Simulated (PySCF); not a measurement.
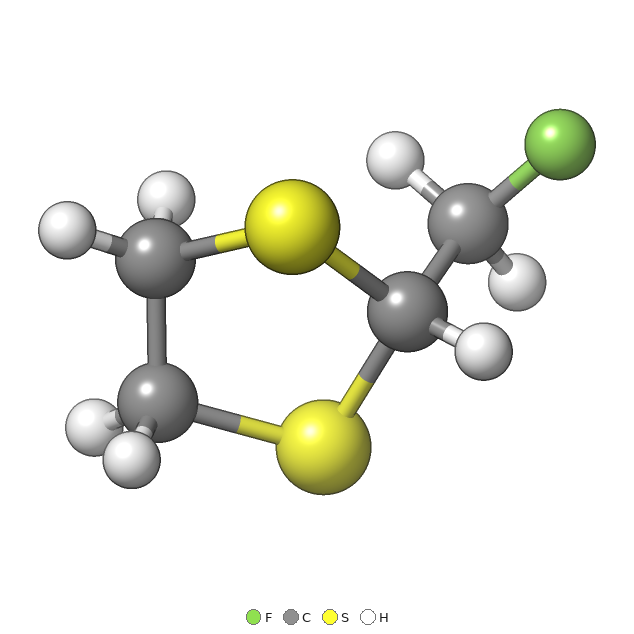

Ball-and-stick drawing of a structure. Every bond is drawn as one stick, whatever its order.

The geometry was computed by an optimisation with GFN2-xTB. No frequency run is at hand to confirm it as a minimum.

What does the picture show?

The molecule is C₄H₇FS₂. SMILES: `FCC1SCCS1`. Independent rings (smallest set): 1 of 5 members. Among its groups: thioether, C–F bond. The point group is C1. Coordination: 4 C tetrahedral; 2 S bent.

The parts below concern this one geometry. Atoms keep their numbers from picture to picture.

### Shape

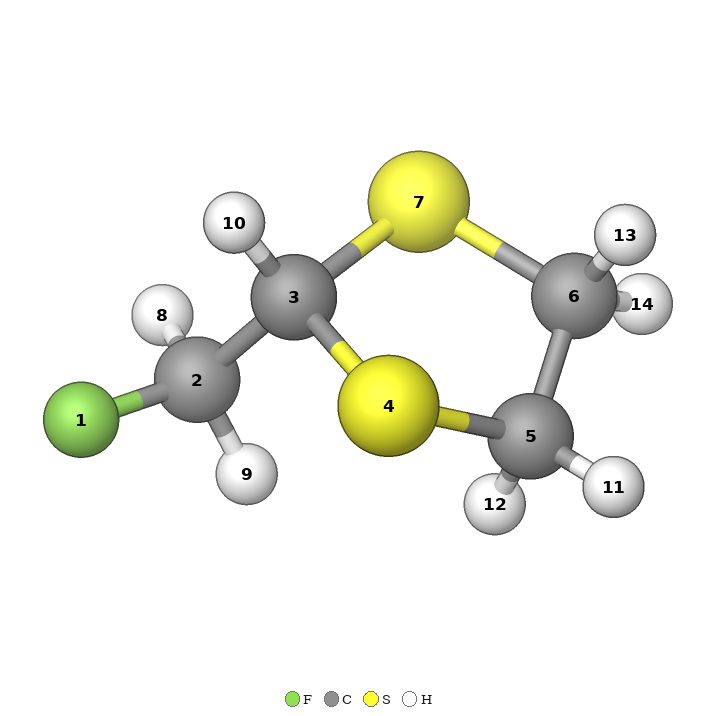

No frequency run is at hand to confirm it as a minimum.

Give the bond lengths.

```csv
bond,length (Å),order
F1–C2,1.368,single
C2–C3,1.522,single
C2–H8,1.096,single
C2–H9,1.095,single
C3–S4,1.816,single
C3–S7,1.839,single
C3–H10,1.091,single
S4–C5,1.821,single
C5–C6,1.511,single
C5–H11,1.088,single
C5–H12,1.091,single
C6–S7,1.830,single
C6–H13,1.090,single
C6–H14,1.089,single
```

### Electronic properties

No frequency run is at hand to confirm it as a minimum. Properties computed with PBE0/def2-SVPD, gas phase (PySCF 2.14.0). Excitations: vertical, linear response.

What is the LUMO energy (Kohn–Sham orbital)?

Answer. −0.28 eV.

What is the dipole moment?

Answer. 2.75 D.

Estimate the mean static polarisability.

Answer. 86.3 bohr³.

What is the HOMO energy (Kohn–Sham orbital)?

Answer. −6.90 eV.

### Ring current

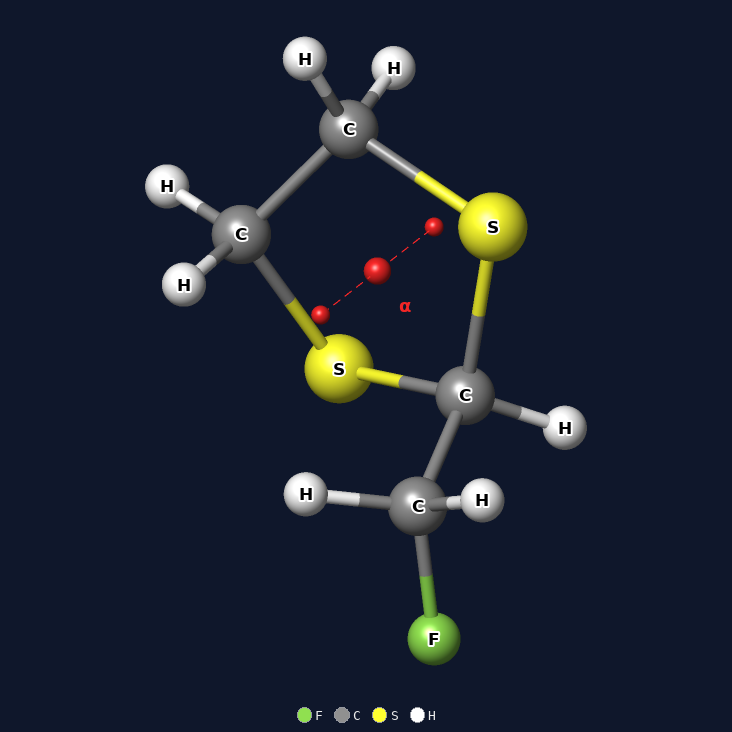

The small points mark where nucleus-independent chemical shifts (NICS) were computed: at the centre of each lettered ring and 1 Å above and below it. No frequency run is at hand to confirm it as a minimum. Properties computed with GIAO PBE0/pcSseg-1 NMR shielding, non-relativistic, gas phase (PySCF 2.14.0).

Give NICS(0), NICS(1) and the out-of-plane component NICS(1)zz for each ring (means of the two sides).

```
ring  members  NICS(0)  NICS(1)  NICS(1)zz
   α     C3S2    −11.8     −6.1       −6.8
```

Values in ppm.

What do the values say about the ring currents?

Answer. Ring α: weak, as in a non-aromatic ring. NICS is one index among several.

### Quadrupole coupling

No frequency run is at hand to confirm it as a minimum. Electric field gradients from the ground-state density, PBE0/pcSseg-1 (PySCF 2.14.0), non-relativistic apart from any core potentials.

Give the largest field-gradient component, the quadrupole coupling constant and the asymmetry for 33S at S4 (Q = −67.81 mb), 33S at S7 (Q = −67.81 mb), 2H at H8 (Q = 2.86 mb), 2H at H9 (Q = 2.86 mb).

```
atom  V_zz (a.u.)  e²qQ/h (MHz)     η
  S4       −3.147          50.1  0.60
  S7       −3.143          50.1  0.64
  H8        0.285         0.191  0.06
  H9        0.288         0.194  0.06
```

### NMR shielding

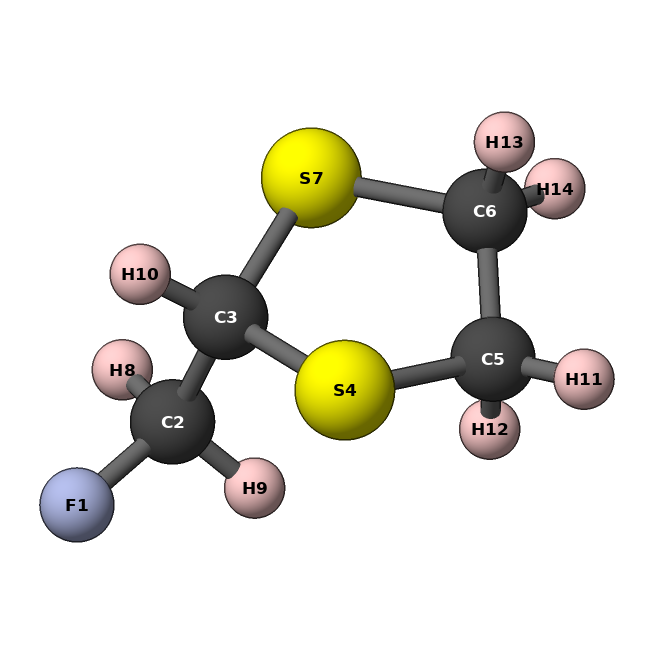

No frequency run is at hand to confirm it as a minimum. Properties computed with GIAO PBE0/pcSseg-1 NMR shielding, non-relativistic, gas phase (PySCF 2.14.0). Principal shieldings σ11 ≤ σ22 ≤ σ33, span Ω = σ33 − σ11, skew κ = 3(σiso − σ22)/Ω.

Which S atom has the most anisotropic shielding?

Answer. S7, with a span of 493 ppm.

Give the shielding tensors of the S atoms.

```
atom    σ11    σ22    σ33   σiso      Ω      κ
  S4  255.8  334.6  639.5  410.0  383.7   0.59
  S7  193.1  466.2  686.2  448.5  493.1  −0.11
```

Shieldings and span in ppm.
